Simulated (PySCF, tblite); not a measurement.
# C6H16NPSi: geometry, infrared bands and NMR shifts

What infrared bands and NMR shifts should C6H16NPSi (`[H]/P=C(\N(C)C)[Si](C)(C)C`) show?

Programs: tblite 0.8.0 and PySCF 2.14.0, with density-fitted response routines of our own. Each step states its level of theory. These are calculated values for one molecule in the gas phase, unless marked as measured. Atoms count from 0, in the outputs and in this text.

## Step 1: The starting structure

25 atoms, charge 0, multiplicity 1; geometry from: force field or distance geometry start.

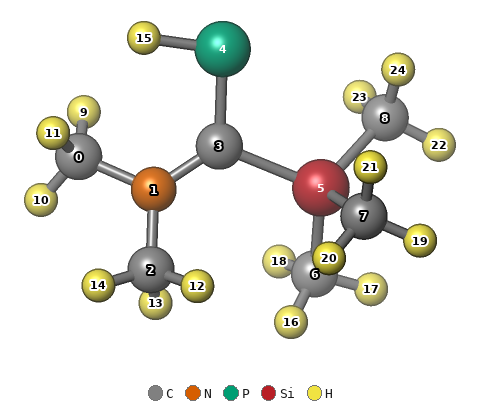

As it starts; carbon grey, nitrogen orange, phosphorus teal, silicon red, hydrogen yellow, atoms numbered.

## Step 2: Relaxing the molecule with GFN2-xTB

What the job is given:

```
{"job": {"kind": "relax", "xc": "GFN2-xTB", "basis": "xTB"}, "charge": 0, "multiplicity": 1}
C      2.969700    -0.819100    -0.175600
N      1.678100    -0.100300    -0.257300
C      1.594800     0.811100    -1.375200
C      0.675800    -0.259300     0.693400
P      0.933900    -0.731200     2.356900
Si    -1.229100     0.024800     0.302600
C     -1.572200    -0.264000    -1.529500
C     -1.670700     1.804800     0.742200
C     -2.340500    -1.152200     1.267600
H      2.824200    -1.837200     0.205800
H      3.416200    -0.909600    -1.167900
H      3.656700    -0.280800     0.474200
H      0.915700     1.657700    -1.154200
H      1.235200     0.284800    -2.270600
H      2.561300     1.257700    -1.610500
H      2.347200    -0.823400     2.311200
H     -1.172100     0.547600    -2.136000
H     -2.653400    -0.322200    -1.700200
H     -1.128900    -1.207300    -1.849600
H     -2.723600     1.995000     0.513700
H     -1.069000     2.512400     0.172700
H     -1.519800     1.992600     1.805000
H     -3.377100    -1.019900     0.953700
H     -2.059700    -2.196000     1.092900
H     -2.303600    -0.941900     2.343800
```

Launch:

```
OMP_NUM_THREADS=1 python probes_run.py task.json out
```

This one command runs all jobs of the session in turn.

What it wrote:

```text
step      E/eV     max force
  0    -764.86892    1.370
  1    -764.94891    0.723
  2    -764.98615    0.375
  3    -765.00542    0.296
  4    -765.02128    0.288
  5    -765.02941    0.232
  6    -765.03775    0.196
  7    -765.04379    0.179
  8    -765.04854    0.136
  9    -765.05251    0.165
 10    -765.05680    0.170
 11    -765.06125    0.161
 12    -765.06581    0.127
 13    -765.07036    0.124
 14    -765.07490    0.154
 15    -765.07900    0.133
 16    -765.08221    0.099
 17    -765.08488    0.127
 18    -765.08767    0.133
 19    -765.09054    0.129
 20    -765.09287    0.102
 21    -765.09441    0.090
 22    -765.09561    0.091
 23    -765.09700    0.101
 24    -765.09858    0.097
 25    -765.09994    0.072
 26    -765.10098    0.069
 27    -765.10198    0.077
 28    -765.10311    0.078
 29    -765.10430    0.072
 30    -765.10535    0.049
 31    -765.10617    0.061
 32    -765.10681    0.055
 33    -765.10729    0.046
 34    -765.10768    0.043
 35    -765.10813    0.053
 36    -765.10876    0.073
 37    -765.10958    0.071
 38    -765.11037    0.057
 39    -765.11094    0.044
 40    -765.11136    0.046
 41    -765.11174    0.048
 42    -765.11208    0.040
 43    -765.11236    0.038
 44    -765.11262    0.038
 45    -765.11297    0.049
 46    -765.11346    0.056
 47    -765.11399    0.060
 48    -765.11447    0.052
 49    -765.11490    0.053
 50    -765.11533    0.055
 51    -765.11574    0.041
 52    -765.11604    0.031
 53    -765.11625    0.036
 54    -765.11649    0.041
 55    -765.11682    0.052
 56    -765.11718    0.048
 57    -765.11753    0.044
 58    -765.11791    0.052
 59    -765.11837    0.068
 60    -765.11899    0.070
 61    -765.11960    0.042
 62    -765.11983    0.028
 63    -765.11994    0.024
 64    -765.12012    0.034
 65    -765.12036    0.037
 66    -765.12055    0.028
 67    -765.12070    0.023
 68    -765.12089    0.029
 69    -765.12113    0.036
 70    -765.12137    0.034
 71    -765.12154    0.030
 72    -765.12168    0.031
 73    -765.12191    0.039
 74    -765.12229    0.060
 75    -765.12286    0.071
 76    -765.12347    0.058
 77    -765.12391    0.045
 78    -765.12394    0.074
 79    -765.12434    0.027
 80    -765.12446    0.024
 81    -765.12465    0.018
 82    -765.12475    0.020
 83    -765.12486    0.024
 84    -765.12496    0.022
 85    -765.12510    0.028
 86    -765.12523    0.025
 87    -765.12534    0.022
 88    -765.12541    0.020
 89    -765.12548    0.018
 90    -765.12556    0.017
 91    -765.12566    0.018
 92    -765.12575    0.021
 93    -765.12583    0.020
 94    -765.12592    0.022
 95    -765.12603    0.024
 96    -765.12620    0.023
 97    -765.12632    0.024
 98    -765.12643    0.021
 99    -765.12652    0.023
100    -765.12665    0.021
101    -765.12679    0.029
102    -765.12691    0.025
103    -765.12697    0.017
104    -765.12702    0.016
105    -765.12707    0.016
106    -765.12713    0.019
107    -765.12719    0.013
108    -765.12723    0.012
109    -765.12727    0.014
110    -765.12730    0.014
111    -765.12734    0.013
112    -765.12739    0.013
113    -765.12744    0.017
114    -765.12750    0.018
115    -765.12758    0.018
116    -765.12766    0.021
117    -765.12774    0.017
118    -765.12779    0.027
119    -765.12785    0.013
120    -765.12789    0.009
```

Along the way: (not every step is listed)

```csv
step,energy from step 0 (eV),largest force (eV/Å)
0,0.0000,1.3697
1,-0.0800,0.7227
2,-0.1172,0.3752
3,-0.1365,0.2958
4,-0.1524,0.2883
5,-0.1605,0.2316
6,-0.1688,0.1962
7,-0.1749,0.1786
8,-0.1796,0.1362
18,-0.2188,0.1329
28,-0.2342,0.0782
38,-0.2414,0.0570
48,-0.2455,0.0517
58,-0.2490,0.0516
68,-0.2520,0.0290
78,-0.2550,0.0735
88,-0.2565,0.0204
98,-0.2575,0.0211
108,-0.2583,0.0124
115,-0.2587,0.0184
116,-0.2587,0.0205
117,-0.2588,0.0169
118,-0.2589,0.0272
119,-0.2589,0.0130
120,-0.2590,0.0087
```

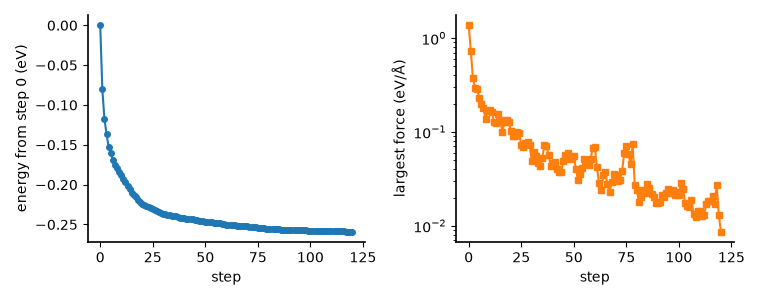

Energy and largest force along the relaxation.

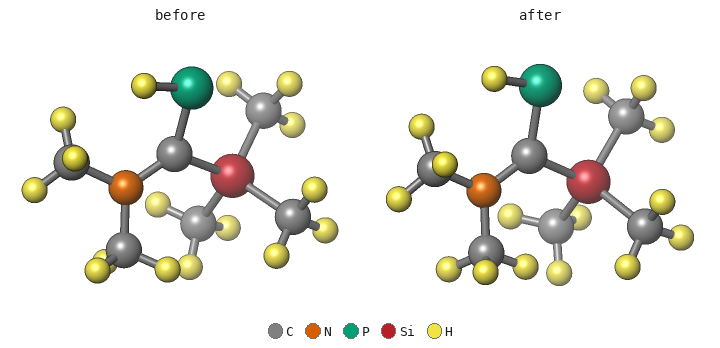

Before and after, at one scale.

Close pairs (by a distance rule), those that changed most:

```csv
bond,before (Å),after (Å),change (Å)
C3–Si5,1.965,1.916,-0.050
C0–N1,1.480,1.441,-0.039
C3–P4,1.748,1.709,-0.039
N1–C3,1.391,1.357,-0.033
Si5–C6,1.886,1.916,+0.030
Si5–C7,1.886,1.913,+0.027
C2–H12,1.108,1.083,-0.025
P4–H15,1.417,1.397,-0.020
```

The end geometry stands in the next job.

## Step 3: Harmonic vibrations with GFN2-xTB

What the job is given:

```
{"job": {"kind": "ir", "xc": "GFN2-xTB", "basis": "xTB"}, "charge": 0, "multiplicity": 1}
C      2.968129    -0.677651    -0.103240
N      1.626411    -0.183977    -0.284708
C      1.507158     0.807073    -1.322662
C      0.645207    -0.416390     0.623571
P      0.813241    -1.179077     2.144154
Si    -1.181451     0.024047     0.251365
C     -1.631305    -0.359255    -1.571386
C     -1.492247     1.872372     0.635525
C     -2.322795    -1.019925     1.356451
H      2.937065    -1.712047     0.242662
H      3.487108    -0.647581    -1.061097
H      3.534441    -0.080091     0.621512
H      0.500155     1.203325    -1.361872
H      1.750477     0.366049    -2.294159
H      2.199104     1.636854    -1.138916
H      2.202420    -1.324147     2.190223
H     -1.578241     0.519090    -2.206850
H     -2.645661    -0.739076    -1.635796
H     -0.975684    -1.113091    -1.995505
H     -2.546203     2.110467     0.531811
H     -0.940174     2.540373    -0.019210
H     -1.201668     2.102230     1.656024
H     -3.363500    -0.744193     1.213056
H     -2.222936    -2.077566     1.133240
H     -2.079984    -0.883669     2.404940
```

What it wrote:

```text
mode    cm-1     km/mol
  1      25.9      1.83
  2      49.4      1.79
  3      60.0      1.27
  4      87.5      0.69
  5      90.9      0.07
  6     119.4      0.20
  7     140.6      0.89
  8     162.1      1.11
  9     173.6      1.19
 10     178.9      2.05
 11     193.0      1.69
 12     199.5      3.19
 13     232.1      6.84
 14     232.7     11.16
 15     274.0      8.51
 16     362.0      8.84
 17     383.9      7.52
 18     429.8      6.41
 19     491.3      9.96
 20     544.9      3.43
 21     659.8     16.62
 22     729.8     22.78
 23     741.6     11.17
 24     783.2      1.25
 25     791.7      3.77
 26     796.8      5.29
 27     829.0      3.98
 28     851.3    174.99
 29     855.4    145.49
 30     865.0    263.57
 31     970.6     13.14
 32    1033.9     18.93
 33    1058.8     33.94
 34    1083.3      1.50
 35    1106.3     26.34
 36    1149.5     67.23
 37    1247.8      4.12
 38    1368.4     31.59
 39    1372.8     19.94
 40    1379.4     12.72
 41    1387.2    148.61
 42    1407.0      6.09
 43    1436.7     80.84
 44    1465.8      8.57
 45    1472.5      5.72
 46    1476.1      1.12
 47    1479.0      0.36
 48    1488.2      0.33
 49    1488.6      5.59
 50    1489.6      0.98
 51    1493.4     26.01
 52    1496.2      6.86
 53    1501.4      2.21
 54    2228.7    236.27
 55    2904.8     30.53
 56    2916.3     41.47
 57    2949.8     62.13
 58    2986.5     10.44
 59    3005.2     37.50
 60    3033.5     14.22
 61    3035.5     20.88
 62    3041.9     33.02
 63    3044.1      8.90
 64    3045.0     20.61
 65    3045.5      8.88
 66    3048.9     73.60
 67    3052.5     24.22
 68    3055.3     40.65
 69    3098.8      7.44
```

Which atoms move in the most intense modes:

```csv
cm⁻¹,km/mol,atoms
851,175.0,"H23 20 %, Si5 18 %, H24 17 %"
855,145.5,"Si5 20 %, H16 16 %, H20 16 %, H17 10 %"
865,263.6,"H22 14 %, Si5 14 %, H15 12 %, H19 11 %"
1150,67.2,"C3 32 %, H12 14 %, H10 11 %, H13 10 %"
1387,148.6,"N1 24 %, C3 16 %, H9 12 %"
1437,80.8,"N1 19 %, C3 13 %, H13 13 %, H14 11 %"
2229,236.3,H15 97 %
3049,73.6,"H18 37 %, H23 23 %, H19 19 %"
```

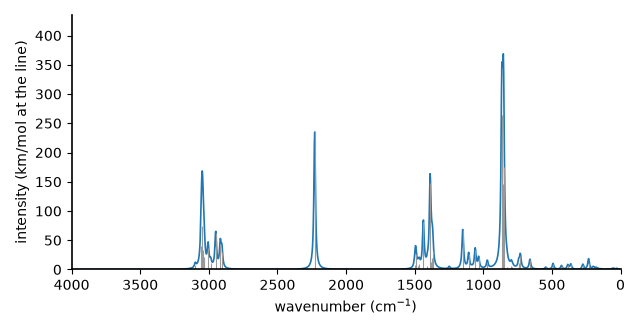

The infrared spectrum from these modes, unscaled. Lines are broadened to a width of 14 cm⁻¹ (Lorentzian).

## Step 4: Shielding tensors: PBE0/pcSseg-1

The job, as its differences from that of step 3:

```diff
@@ -1,2 +1,2 @@
-{"job": {"kind": "ir", "xc": "GFN2-xTB", "basis": "xTB"}, "charge": 0, "multiplicity": 1}
+{"job": {"kind": "nmr", "xc": "PBE0", "basis": "pcSseg-1"}, "charge": 0, "multiplicity": 1}
 C      2.968129    -0.677651    -0.103240
```

Method: GIAO PBE0/pcSseg-1 NMR shielding, non-relativistic, gas phase.

What it wrote:

```text
coarse grid: 20752 points
cycle   1  E = -923.0578899770  dE =  7.250e-01  |g| = 5.643e-01  |ddm| = 4.399e+00
cycle   2  E = -923.0393699152  dE =  1.852e-02  |g| = 6.374e-01  |ddm| = 1.192e+00
cycle   3  E = -923.1404099697  dE = -1.010e-01  |g| = 1.318e-01  |ddm| = 6.790e-01
cycle   4  E = -923.1438782513  dE = -3.468e-03  |g| = 5.492e-02  |ddm| = 1.898e-01
cycle   5  E = -923.1446725312  dE = -7.943e-04  |g| = 1.381e-02  |ddm| = 8.115e-02
cycle   6  E = -923.1447320609  dE = -5.953e-05  |g| = 3.740e-03  |ddm| = 2.214e-02
cycle   7  E = -923.1447346224  dE = -2.561e-06  |g| = 1.645e-03  |ddm| = 4.139e-03
final grid: 188048 points
cycle   8  E = -923.1963901445  dE = -5.199e-05  |g| = 1.178e-02  |ddm| = 4.334e-02
cycle   9  E = -923.1963368747  dE =  5.327e-05  |g| = 1.812e-02  |ddm| = 2.851e-02
cycle  10  E = -923.1964218986  dE = -8.502e-05  |g| = 4.306e-03  |ddm| = 2.236e-02
cycle  11  E = -923.1964267810  dE = -4.882e-06  |g| = 3.443e-04  |ddm| = 4.758e-03
cycle  12  E = -923.1964268006  dE = -1.957e-08  |g| = 2.108e-04  |ddm| = 5.058e-04
cycle  13  E = -923.1964268100  dE = -9.419e-09  |g| = 6.009e-05  |ddm| = 2.184e-04
cycle  14  E = -923.1964268111  dE = -1.105e-09  |g| = 1.401e-05  |ddm| = 1.026e-04
cycle  15  E = -923.1964268112  dE = -5.275e-11  |g| = 2.600e-06  |ddm| = 1.809e-05
converged SCF energy = -923.1964268112

GIAO shielding tensors (ppm)
atom      isotropic    diamagn.    paramagn.     s11        s22        s33       span
  0 C      143.503     245.524    -102.021    120.725    132.862    176.920     56.195
  1 N      139.086     332.344    -193.259     41.111    184.178    191.967    150.856
  2 C      139.021     249.967    -110.946    111.446    126.554    179.064     67.618
  3 C      -27.715     266.186    -293.901   -197.376    -22.033    136.265    333.642
  4 P      286.315     970.806    -684.492     47.971    285.975    524.998    477.027
  5 Si     356.375     882.142    -525.768    342.382    352.054    374.689     32.307
  6 C      186.550     255.929     -69.378    179.836    185.904    193.911     14.075
  7 C      183.573     254.783     -71.210    176.688    182.332    191.698     15.010
  8 C      184.050     254.597     -70.547    174.242    187.813    190.094     15.852
  9 H       28.582      31.118      -2.536     24.456     27.573     33.717      9.261
 10 H       28.823      29.463      -0.640     24.304     27.799     34.366     10.062
 11 H       28.796      29.972      -1.175     25.240     25.981     35.168      9.928
 12 H       28.426      34.900      -6.475     23.583     29.456     32.238      8.654
 13 H       28.586      32.308      -3.723     25.014     26.311     34.432      9.418
 14 H       28.691      31.745      -3.054     24.681     26.647     34.746     10.065
 15 H       26.965      33.524      -6.559     23.075     26.496     31.326      8.251
 16 H       31.583      32.687      -1.104     27.788     29.355     37.607      9.819
 17 H       31.492      31.240       0.251     26.138     29.505     38.831     12.693
 18 H       31.423      33.749      -2.326     26.847     30.103     37.319     10.471
 19 H       31.532      30.405       1.127     27.233     28.669     38.692     11.458
 20 H       31.509      32.927      -1.417     26.795     30.178     37.555     10.760
 21 H       31.352      31.754      -0.402     27.124     29.220     37.712     10.588
 22 H       31.764      30.202       1.562     27.188     28.958     39.147     11.960
 23 H       31.389      31.834      -0.446     27.675     28.846     37.645      9.970
 24 H       30.730      31.491      -0.761     25.605     29.753     36.832     11.227
```

It took 3.9 min on 1 thread, shared host.

The references, computed at this level on geometries of the same kind, shield at (ppm): 1H TMS 31.72, 13C TMS 186.9, 29Si TMS 349.2, 15N NH3 267.7, 31P H3PO4 318.4. Their shielding less the atom's gives the shift. The references are single molecules in the gas phase, so shifts against H2O, NH3, PH3, H3PO4 or CFCl3 are not on the usual liquid scales and can be off by tens of ppm. Atoms listed in one row are averaged.

```csv
atoms,environment,σ (ppm),δ (ppm)
C3,"carbon bonded to N, P, Si",-27.7,214.6
"C0, C2","carbon bonded to N, 3 H",141.3,45.7
"C6, C7, C8","carbon bonded to Si, 3 H",184.7,2.2
H15,hydrogen on a phosphorus bonded to C,26.97,4.75
"H9, H10, H11, H12, H13, H14",hydrogen on a carbon bonded to N,28.65,3.07
"H16, H17, H18, H19, H20 and 4 more",hydrogen on a carbon bonded to Si,31.42,0.30
N1,nitrogen bonded to 3 C,139.1,128.6
P4,"phosphorus bonded to C, H",286.3,32.1
Si5,silicon bonded to 4 C,356.4,-7.2
```

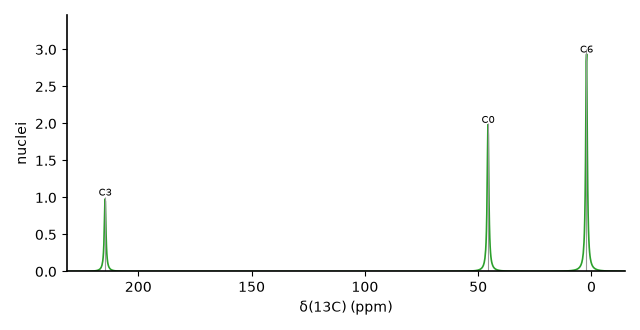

13C lines at the computed shifts, without couplings. Lines are broadened to a width of 0.85 ppm (Lorentzian).

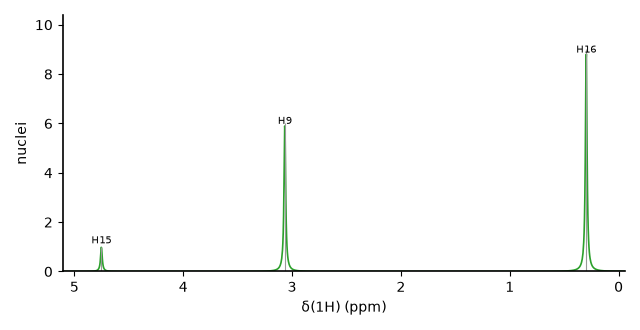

1H lines at the computed shifts, without couplings. Lines are broadened to a width of 0.02 ppm (Lorentzian).

The run also stored atomic charges by several schemes (e):

```csv
atoms,Mulliken,IAO,Hirshfeld,ESP fit
"C0, C2",-0.08,-0.30,-0.06,-0.42
N1,-0.60,-0.11,-0.03,0.32
C3,-0.35,-0.37,-0.09,-0.42
P4,0.00,-0.03,-0.08,-0.32
Si5,0.95,1.04,0.39,0.99
"C6, C7, C8",-0.61,-0.72,-0.22,-0.67
```

Hirshfeld charges:

C0 -0.06; N1 -0.03; C2 -0.06; C3 -0.09; P4 -0.08; Si5 0.39; C6 -0.22; C7 -0.22; C8 -0.22; H9 0.04; H10 0.05; H11 0.04; H12 0.05; H13 0.05; H14 0.05; H15 -0.04; H16 0.04; H17 0.04; H18 0.04; H19 0.04; H20 0.03; H21 0.04; H22 0.04; H23 0.04; H24 0.03

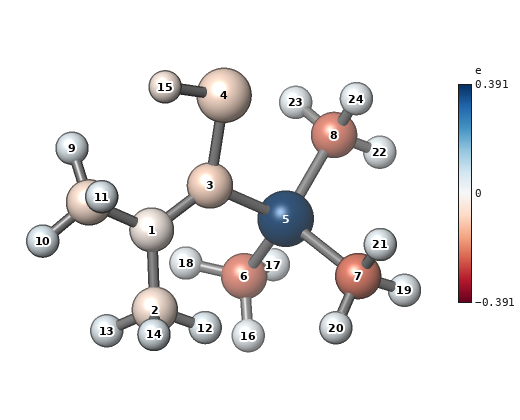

Hirshfeld charges, as colours on the atoms.

Mayer bond orders: C0–N1 0.95, N1–C2 0.95, N1–C3 1.15, C3–P4 1.62, C3–Si5 0.78, Si5–C6 0.95, Si5–C7 0.99, Si5–C8 1.00.

The fields below are evaluated on a grid from the run's orbitals.

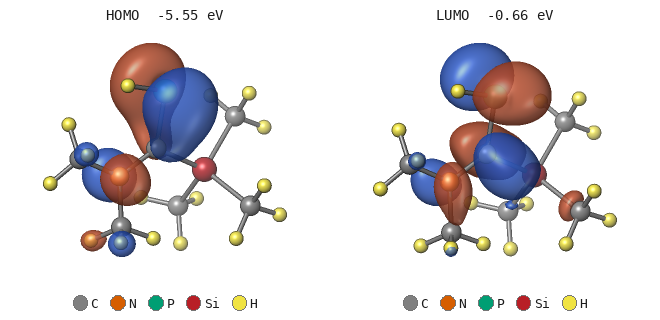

Frontier orbitals at PBE0/pcSseg-1; each surface holds 70 % of the orbital's density, blue and red mark the sign.

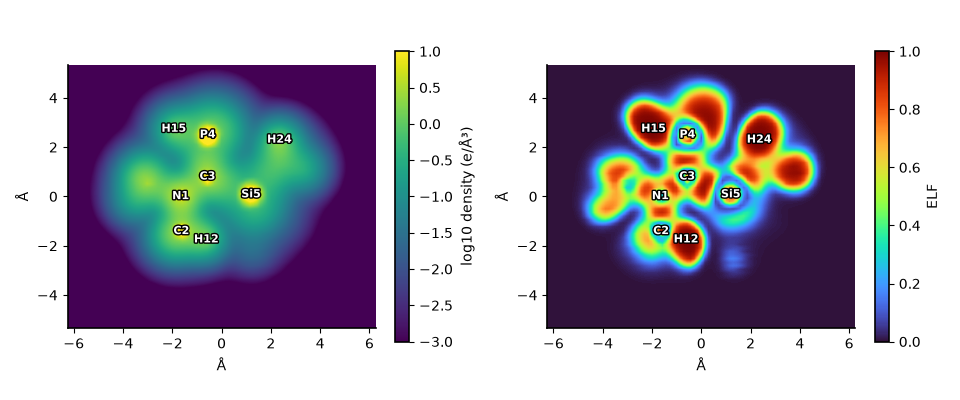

Density (left) and ELF (right) in a plane through or near 8 of the atoms.

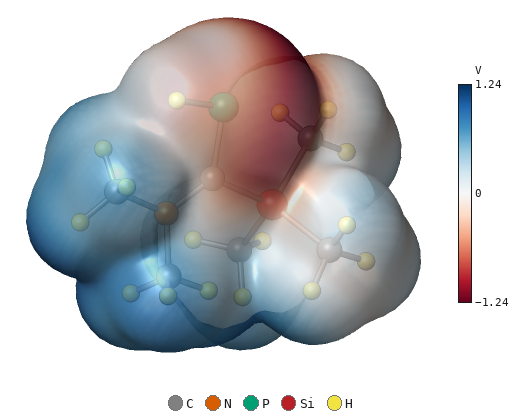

Electrostatic potential on the surface of density 0.002 e/bohr³; red is low, blue high. It runs, from the 1st to the 99th percentile, from -1.24 V near P4 to 1.00 V near H10.

## Step 5: What came out

| quantity | value |
| --- | --- |
| strongest single infrared mode (GFN2-xTB) | 865 cm⁻¹, 264 km/mol |
| zero-point energy (GFN2-xTB) | 129.6 kcal/mol |
| 13C shifts against TMS (PBE0/pcSseg-1, means over atoms taken as alike) | 214.6, 45.7, 2.2 ppm |
| 1H shifts against TMS (PBE0/pcSseg-1, means over atoms taken as alike) | 4.75, 3.07, 0.30 ppm |
| 15N shifts against NH3 (PBE0/pcSseg-1) | 128.6 ppm |
| 31P shifts against H3PO4 (PBE0/pcSseg-1) | 32.1 ppm |
| 29Si shifts against TMS (PBE0/pcSseg-1) | -7.2 ppm |
| surface potential, 1st and 99th percentile | -1.24 V and 1.00 V |

Over 120 steps the energy fell by 0.259 eV; of the close pairs, C3–Si5 changed most, 1.965 to 1.916 Å. All 69 modes are real, so the xTB geometry is a minimum. The strongest single mode, at 865 cm⁻¹, has its largest shares on H22, Si5, H15 and H19 (the list is cut at 4 atoms). GFN2-xTB is a fitted tight-binding method: band positions and strengths are rough. Its intensities can rank the bands wrongly. At PBE0/pcSseg-1: The widest tensor belongs to P4: span 477 ppm, with a paramagnetic part of -684 ppm. By nearest atom (PBE0/pcSseg-1), the HOMO sits on P4 45 %; N1 24 % and the LUMO on C3 33 %; P4 31 %.
